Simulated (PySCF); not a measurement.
## SnBr4: geometry relaxation

SnBr4, computed with PBE0-D3(BJ)/def2-SVP geometry optimisation, gas phase (PySCF 2.14.0).

The run did not end well.

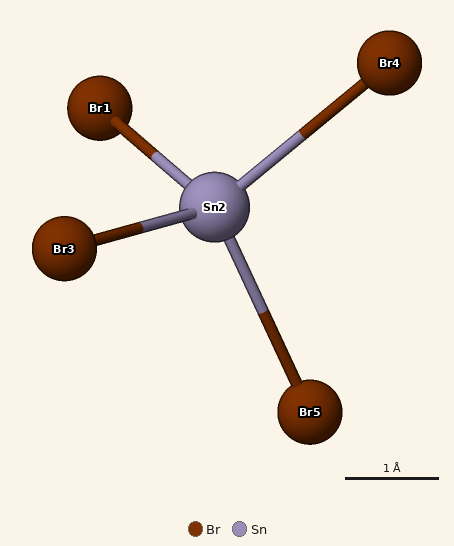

*The starting structure (ball-and-stick view, seen at a tilt; atoms are numbered from 1 in the order of the input). Sticks mark near contacts.*

The input
```
{"job": {"xc": "PBE0", "basis": "def2-SVP", "d3": "d3bj", "grid": 1, "maxiter": 30, "shake": 0.01, "kind": "geom"}, "charge": 0, "multiplicity": 1}
Br    -0.903280     2.232970    -0.755490
Sn    -0.006860    -0.003580    -0.008110
Br    -1.768480    -1.822480    -0.397650
Br     0.610920     0.114680     2.472900
Br     2.101270    -0.555560    -1.349550
```

The first line tells a small driver script what to run in PySCF; the rest is the geometry in Å.

Machine: 1 CPU thread, shared host.

Launch command:
```bash
OMP_NUM_THREADS=1 python <driver script> task.json out
```

The program's output
```
step   0  E = -10508.68211306  max force = 0.019991
step   1  E = -10508.68849808  max force = 0.004062
step   2  E = -10508.68880549  max force = 0.002702
step   3  E = -10508.68885584  max force = 0.000633
step   4  E = -10508.68887500  max force = 0.000398
step   5  E = -10508.68889915  max force = 0.000710
step   6  E = -10508.68890008  max force = 0.001049
step   7  E = -10508.68888894  max force = 0.000451
step   8  E = -10508.68889558  max force = 0.000785
step   9  E = -10508.68889228  max force = 0.000683
step  10  E = -10508.68889398  max force = 0.000736
step  11  E = -10508.68889316  max force = 0.000699
step  12  E = -10508.68889275  max force = 0.000696
step  13  E = -10508.68889240  max force = 0.000681
step  14  E = -10508.68889205  max force = 0.000674
step  15  E = -10508.68889169  max force = 0.000660
step  16  E = -10508.68889134  max force = 0.000645
step  17  E = -10508.68889098  max force = 0.000646
step  18  E = -10508.68889062  max force = 0.000631
step  19  E = -10508.68889026  max force = 0.000625
step  20  E = -10508.68888989  max force = 0.000611
step  21  E = -10508.68888952  max force = 0.000596
step  22  E = -10508.68888915  max force = 0.000597
step  23  E = -10508.68888878  max force = 0.000583
step  24  E = -10508.68888840  max force = 0.000568
step  25  E = -10508.68888803  max force = 0.000568
step  26  E = -10508.68888765  max force = 0.000554
step  27  E = -10508.68888727  max force = 0.000540
step  28  E = -10508.68888689  max force = 0.000539
step  29  E = -10508.68888651  max force = 0.000526
step  30  E = -10508.68888612  max force = 0.000512
optimisation not converged
```

Trajectory as extended XYZ (Å, eV, eV/Å), 31 frames, from step=0 to step=30
```
5
Properties=species:S:1:pos:R:3:forces:R:3 step=0 energy=-285955.80554
Br   -0.9033    2.2330   -0.7555    0.3241  -0.6617   0.2122
Sn   -0.0069   -0.0036   -0.0081    0.1549  -0.2806   0.0825
Br   -1.7685   -1.8225   -0.3977    0.6877   0.7053   0.1718
Br    0.6109    0.1147    2.4729   -0.2518  -0.0776  -1.0280
Br    2.1013   -0.5556   -1.3496   -0.9149   0.3147   0.5614
5
Properties=species:S:1:pos:R:3:forces:R:3 step=1 energy=-285955.97929
Br   -0.8236    2.1615   -0.7426   -0.1165   0.2089  -0.0344
Sn   -0.0189   -0.0262   -0.0014    0.0013  -0.0781   0.0199
Br   -1.7083   -1.7827   -0.3601   -0.0505  -0.0405  -0.0285
Br    0.5775    0.0580    2.3785    0.0463   0.0016   0.1154
Br    2.0071   -0.4447   -1.3122    0.1195  -0.0919  -0.0724
5
Properties=species:S:1:pos:R:3:forces:R:3 step=2 energy=-285955.98765
Br   -0.8427    2.1889   -0.7378    0.0425  -0.1390   0.0631
Sn   -0.0170   -0.0238   -0.0028    0.0507   0.0941  -0.0317
Br   -1.7159   -1.7824   -0.3648    0.0253   0.0435  -0.0059
Br    0.5892    0.0543    2.3908   -0.0048  -0.0045  -0.0962
Br    2.0202   -0.4710   -1.3231   -0.1136   0.0059   0.0707
5
Properties=species:S:1:pos:R:3:forces:R:3 step=3 energy=-285955.98902
Br   -0.8406    2.1835   -0.7292    0.0019  -0.0244   0.0218
Sn   -0.0158   -0.0218   -0.0034    0.0003   0.0325  -0.0044
Br   -1.7157   -1.7747   -0.3674   -0.0105   0.0082  -0.0089
Br    0.5947    0.0530    2.3826    0.0141  -0.0054  -0.0090
Br    2.0111   -0.4741   -1.3204   -0.0059  -0.0109   0.0006
5
Properties=species:S:1:pos:R:3:forces:R:3 step=4 energy=-285955.98954
Br   -0.8411    2.1843   -0.7181   -0.0088   0.0205   0.0018
Sn   -0.0152   -0.0200   -0.0037    0.0001  -0.0166   0.0055
Br   -1.7217   -1.7665   -0.3710   -0.0103   0.0087  -0.0039
Br    0.6047    0.0481    2.3792    0.0153  -0.0088   0.0012
Br    2.0071   -0.4800   -1.3241    0.0037  -0.0038  -0.0046
5
Properties=species:S:1:pos:R:3:forces:R:3 step=5 energy=-285955.99020
Br   -0.8416    2.1920   -0.6939   -0.0041   0.0365  -0.0118
Sn   -0.0144   -0.0181   -0.0040   -0.0201  -0.0359   0.0105
Br   -1.7379   -1.7465   -0.3779   -0.0159   0.0044   0.0049
Br    0.6306    0.0302    2.3713    0.0135  -0.0111   0.0148
Br    1.9970   -0.4916   -1.3332    0.0267   0.0061  -0.0185
5
Properties=species:S:1:pos:R:3:forces:R:3 step=6 energy=-285955.99022
Br   -0.8372    2.2023   -0.6656    0.0011   0.0408  -0.0208
Sn   -0.0148   -0.0177   -0.0041   -0.0100  -0.0539   0.0029
Br   -1.7638   -1.7204   -0.3825   -0.0082   0.0077   0.0157
Br    0.6630    0.0032    2.3621    0.0029  -0.0077   0.0110
Br    1.9865   -0.5015   -1.3476    0.0142   0.0131  -0.0088
5
Properties=species:S:1:pos:R:3:forces:R:3 step=7 energy=-285955.98992
Br   -0.8303    2.2078   -0.6587    0.0089   0.0121  -0.0139
Sn   -0.0156   -0.0196   -0.0046   -0.0047  -0.0232  -0.0036
Br   -1.7779   -1.7087   -0.3789   -0.0079   0.0051   0.0175
Br    0.6749   -0.0098    2.3582   -0.0024  -0.0024   0.0047
Br    1.9826   -0.5038   -1.3538    0.0061   0.0083  -0.0047
5
Properties=species:S:1:pos:R:3:forces:R:3 step=8 energy=-285955.99010
Br   -0.8356    2.2027   -0.6672    0.0036   0.0285  -0.0162
Sn   -0.0152   -0.0186   -0.0043   -0.0079  -0.0404   0.0007
Br   -1.7655   -1.7203   -0.3805   -0.0069   0.0083   0.0149
Br    0.6629    0.0017    2.3621    0.0024  -0.0063   0.0067
Br    1.9871   -0.4996   -1.3479    0.0088   0.0099  -0.0060
5
Properties=species:S:1:pos:R:3:forces:R:3 step=9 energy=-285955.99001
Br   -0.8348    2.2028   -0.6680    0.0041   0.0242  -0.0145
Sn   -0.0153   -0.0190   -0.0044   -0.0071  -0.0351   0.0000
Br   -1.7663   -1.7203   -0.3794   -0.0064   0.0084   0.0144
Br    0.6627    0.0010    2.3621    0.0024  -0.0056   0.0053
Br    1.9874   -0.4986   -1.3480    0.0069   0.0081  -0.0051
5
Properties=species:S:1:pos:R:3:forces:R:3 step=10 energy=-285955.99006
Br   -0.8352    2.2028   -0.6676    0.0038   0.0264  -0.0154
Sn   -0.0152   -0.0188   -0.0043   -0.0075  -0.0378   0.0003
Br   -1.7658   -1.7203   -0.3800   -0.0067   0.0083   0.0147
Br    0.6628    0.0014    2.3621    0.0024  -0.0060   0.0060
Br    1.9873   -0.4991   -1.3480    0.0079   0.0091  -0.0056
5
Properties=species:S:1:pos:R:3:forces:R:3 step=11 energy=-285955.99004
Br   -0.8350    2.2028   -0.6678    0.0041   0.0248  -0.0148
Sn   -0.0153   -0.0189   -0.0043   -0.0072  -0.0359   0.0001
Br   -1.7660   -1.7203   -0.3797   -0.0065   0.0083   0.0145
Br    0.6628    0.0012    2.3621    0.0024  -0.0058   0.0054
Br    1.9873   -0.4989   -1.3480    0.0072   0.0086  -0.0052
5
Properties=species:S:1:pos:R:3:forces:R:3 step=12 energy=-285955.99003
Br   -0.8349    2.2028   -0.6679    0.0040   0.0248  -0.0147
Sn   -0.0153   -0.0190   -0.0044   -0.0072  -0.0358   0.0001
Br   -1.7661   -1.7203   -0.3796   -0.0065   0.0083   0.0145
Br    0.6628    0.0011    2.3621    0.0024  -0.0057   0.0055
Br    1.9874   -0.4987   -1.3480    0.0072   0.0084  -0.0053
5
Properties=species:S:1:pos:R:3:forces:R:3 step=13 energy=-285955.99001
Br   -0.8348    2.2028   -0.6680    0.0042   0.0241  -0.0145
Sn   -0.0153   -0.0190   -0.0044   -0.0071  -0.0350   0.0000
Br   -1.7662   -1.7203   -0.3795   -0.0065   0.0083   0.0144
Br    0.6627    0.0010    2.3621    0.0024  -0.0056   0.0052
Br    1.9874   -0.4986   -1.3480    0.0069   0.0082  -0.0051
5
Properties=species:S:1:pos:R:3:forces:R:3 step=14 energy=-285955.99001
Br   -0.8348    2.2028   -0.6680    0.0042   0.0239  -0.0144
Sn   -0.0153   -0.0191   -0.0044   -0.0070  -0.0347  -0.0001
Br   -1.7663   -1.7203   -0.3794   -0.0064   0.0083   0.0144
Br    0.6627    0.0009    2.3621    0.0025  -0.0055   0.0052
Br    1.9874   -0.4985   -1.3481    0.0068   0.0080  -0.0051
5
Properties=species:S:1:pos:R:3:forces:R:3 step=15 energy=-285955.99000
Br   -0.8347    2.2029   -0.6681    0.0043   0.0233  -0.0142
Sn   -0.0154   -0.0191   -0.0044   -0.0069  -0.0339  -0.0001
Br   -1.7664   -1.7203   -0.3792   -0.0064   0.0083   0.0143
Br    0.6627    0.0009    2.3621    0.0024  -0.0055   0.0050
Br    1.9874   -0.4984   -1.3481    0.0066   0.0078  -0.0050
5
Properties=species:S:1:pos:R:3:forces:R:3 step=16 energy=-285955.98999
Br   -0.8346    2.2029   -0.6682    0.0044   0.0226  -0.0139
Sn   -0.0154   -0.0191   -0.0044   -0.0067  -0.0332  -0.0002
Br   -1.7665   -1.7203   -0.3791   -0.0063   0.0083   0.0143
Br    0.6627    0.0008    2.3621    0.0024  -0.0054   0.0047
Br    1.9875   -0.4983   -1.3481    0.0063   0.0077  -0.0048
5
Properties=species:S:1:pos:R:3:forces:R:3 step=17 energy=-285955.98998
Br   -0.8345    2.2029   -0.6683    0.0043   0.0227  -0.0139
Sn   -0.0154   -0.0192   -0.0044   -0.0068  -0.0332  -0.0002
Br   -1.7665   -1.7203   -0.3790   -0.0062   0.0084   0.0142
Br    0.6627    0.0007    2.3621    0.0025  -0.0053   0.0048
Br    1.9875   -0.4982   -1.3481    0.0063   0.0075  -0.0049
5
Properties=species:S:1:pos:R:3:forces:R:3 step=18 energy=-285955.98997
Br   -0.8345    2.2029   -0.6684    0.0044   0.0221  -0.0137
Sn   -0.0154   -0.0192   -0.0044   -0.0066  -0.0325  -0.0003
Br   -1.7666   -1.7202   -0.3789   -0.0062   0.0084   0.0142
Br    0.6627    0.0006    2.3621    0.0024  -0.0052   0.0045
Br    1.9875   -0.4981   -1.3481    0.0060   0.0073  -0.0048
5
Properties=species:S:1:pos:R:3:forces:R:3 step=19 energy=-285955.98996
Br   -0.8344    2.2029   -0.6685    0.0044   0.0218  -0.0135
Sn   -0.0154   -0.0192   -0.0044   -0.0066  -0.0321  -0.0004
Br   -1.7667   -1.7202   -0.3788   -0.0062   0.0084   0.0141
Br    0.6627    0.0006    2.3621    0.0025  -0.0052   0.0045
Br    1.9876   -0.4980   -1.3481    0.0059   0.0071  -0.0047
5
Properties=species:S:1:pos:R:3:forces:R:3 step=20 energy=-285955.98995
Br   -0.8343    2.2029   -0.6685    0.0045   0.0212  -0.0133
Sn   -0.0154   -0.0193   -0.0044   -0.0065  -0.0314  -0.0004
Br   -1.7668   -1.7202   -0.3787   -0.0061   0.0083   0.0141
Br    0.6627    0.0005    2.3621    0.0024  -0.0051   0.0043
Br    1.9876   -0.4979   -1.3481    0.0057   0.0069  -0.0046
5
Properties=species:S:1:pos:R:3:forces:R:3 step=21 energy=-285955.98994
Br   -0.8342    2.2029   -0.6686    0.0046   0.0206  -0.0131
Sn   -0.0154   -0.0193   -0.0045   -0.0063  -0.0306  -0.0005
Br   -1.7669   -1.7202   -0.3786   -0.0061   0.0083   0.0140
Br    0.6627    0.0004    2.3621    0.0024  -0.0050   0.0040
Br    1.9876   -0.4978   -1.3482    0.0054   0.0067  -0.0045
5
Properties=species:S:1:pos:R:3:forces:R:3 step=22 energy=-285955.98993
Br   -0.8341    2.2029   -0.6687    0.0045   0.0206  -0.0130
Sn   -0.0155   -0.0194   -0.0045   -0.0064  -0.0307  -0.0005
Br   -1.7670   -1.7202   -0.3784   -0.0060   0.0084   0.0140
Br    0.6626    0.0003    2.3621    0.0025  -0.0049   0.0041
Br    1.9876   -0.4977   -1.3482    0.0053   0.0066  -0.0045
5
Properties=species:S:1:pos:R:3:forces:R:3 step=23 energy=-285955.98992
Br   -0.8340    2.2029   -0.6688    0.0046   0.0201  -0.0128
Sn   -0.0155   -0.0194   -0.0045   -0.0062  -0.0300  -0.0006
Br   -1.7670   -1.7202   -0.3783   -0.0060   0.0084   0.0139
Br    0.6626    0.0003    2.3620    0.0025  -0.0049   0.0039
Br    1.9877   -0.4976   -1.3482    0.0051   0.0064  -0.0044
5
Properties=species:S:1:pos:R:3:forces:R:3 step=24 energy=-285955.98991
Br   -0.8340    2.2029   -0.6689    0.0048   0.0194  -0.0126
Sn   -0.0155   -0.0194   -0.0045   -0.0061  -0.0292  -0.0006
Br   -1.7671   -1.7202   -0.3782   -0.0059   0.0084   0.0139
Br    0.6626    0.0002    2.3620    0.0024  -0.0048   0.0036
Br    1.9877   -0.4975   -1.3482    0.0048   0.0062  -0.0043
5
Properties=species:S:1:pos:R:3:forces:R:3 step=25 energy=-285955.98990
Br   -0.8339    2.2029   -0.6690    0.0047   0.0195  -0.0125
Sn   -0.0155   -0.0195   -0.0045   -0.0061  -0.0292  -0.0007
Br   -1.7672   -1.7202   -0.3781   -0.0059   0.0084   0.0139
Br    0.6626    0.0001    2.3620    0.0025  -0.0047   0.0037
Br    1.9877   -0.4974   -1.3482    0.0048   0.0060  -0.0043
5
Properties=species:S:1:pos:R:3:forces:R:3 step=26 energy=-285955.98989
Br   -0.8338    2.2029   -0.6691    0.0047   0.0189  -0.0123
Sn   -0.0155   -0.0195   -0.0045   -0.0060  -0.0285  -0.0007
Br   -1.7673   -1.7202   -0.3780   -0.0058   0.0084   0.0138
Br    0.6626    0.0000    2.3620    0.0025  -0.0046   0.0035
Br    1.9877   -0.4973   -1.3482    0.0046   0.0058  -0.0042
5
Properties=species:S:1:pos:R:3:forces:R:3 step=27 energy=-285955.98988
Br   -0.8337    2.2029   -0.6692    0.0049   0.0183  -0.0121
Sn   -0.0155   -0.0196   -0.0045   -0.0058  -0.0278  -0.0008
Br   -1.7674   -1.7202   -0.3779   -0.0057   0.0084   0.0138
Br    0.6626    0.0000    2.3620    0.0024  -0.0045   0.0032
Br    1.9878   -0.4972   -1.3482    0.0043   0.0057  -0.0041
5
Properties=species:S:1:pos:R:3:forces:R:3 step=28 energy=-285955.98987
Br   -0.8336    2.2029   -0.6692    0.0048   0.0183  -0.0121
Sn   -0.0155   -0.0196   -0.0046   -0.0059  -0.0277  -0.0008
Br   -1.7674   -1.7201   -0.3777   -0.0057   0.0084   0.0137
Br    0.6626   -0.0001    2.3620    0.0025  -0.0044   0.0033
Br    1.9878   -0.4971   -1.3483    0.0043   0.0055  -0.0041
5
Properties=species:S:1:pos:R:3:forces:R:3 step=29 energy=-285955.98985
Br   -0.8336    2.2029   -0.6693    0.0049   0.0178  -0.0118
Sn   -0.0156   -0.0196   -0.0046   -0.0057  -0.0270  -0.0009
Br   -1.7675   -1.7201   -0.3776   -0.0057   0.0084   0.0137
Br    0.6626   -0.0002    2.3620    0.0025  -0.0044   0.0031
Br    1.9878   -0.4970   -1.3483    0.0041   0.0053  -0.0040
5
Properties=species:S:1:pos:R:3:forces:R:3 step=30 energy=-285955.98984
Br   -0.8335    2.2030   -0.6694    0.0050   0.0171  -0.0116
Sn   -0.0156   -0.0197   -0.0046   -0.0056  -0.0263  -0.0009
Br   -1.7676   -1.7201   -0.3775   -0.0056   0.0084   0.0136
Br    0.6626   -0.0003    2.3620    0.0025  -0.0043   0.0028
Br    1.9878   -0.4970   -1.3483    0.0038   0.0051  -0.0039
```

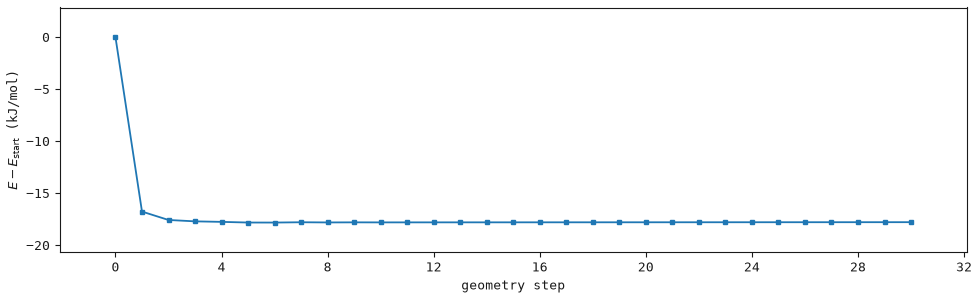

*Progress of the relaxation, step by step (steps are counted from 0).*

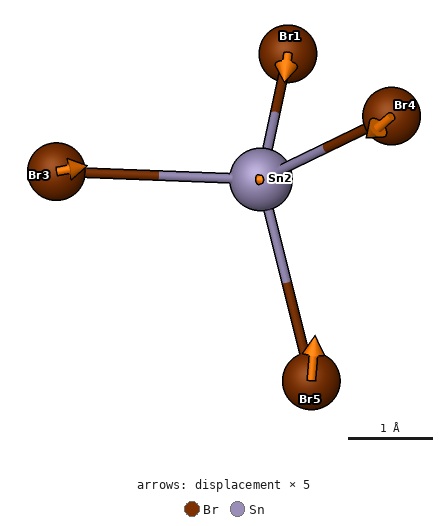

*The starting structure with the displacements as orange arrows, magnified 5 times (ball-and-stick view, seen at a tilt). The two geometries are laid on each other by the best rigid fit.*

The relaxation stopped without meeting its thresholds, so the last structure isn't shown to be converged. The largest move after the best rigid fit is that of Br5, 0.11 Å. By element the largest moves are Br 0.11 Å, Sn 0.02 Å. Among the contacts that change: Sn2–Br4 2.560 → 2.462 Å, Sn2–Br3 2.562 → 2.470 Å, Br1–Sn2 2.523 → 2.460 Å. The energy falls by 17.8 kJ/mol in 30 geometry steps. Largest force component: 1 eV/Å at the start, 0.026 eV/Å at the end. (Atoms are counted from 1 in the order of the input.)

What the run reported

| quantity | value |
| --- | --- |
| outcome | not converged |
| total energy | −10508.688886 hartree |
| dipole moment | 0.13 D |
| wall time | 10 min |
| peak memory | 0.91 GiB |

Diagnosis

The run did not converge. At least one of its steps failed, so the values that rest on that step are not results.
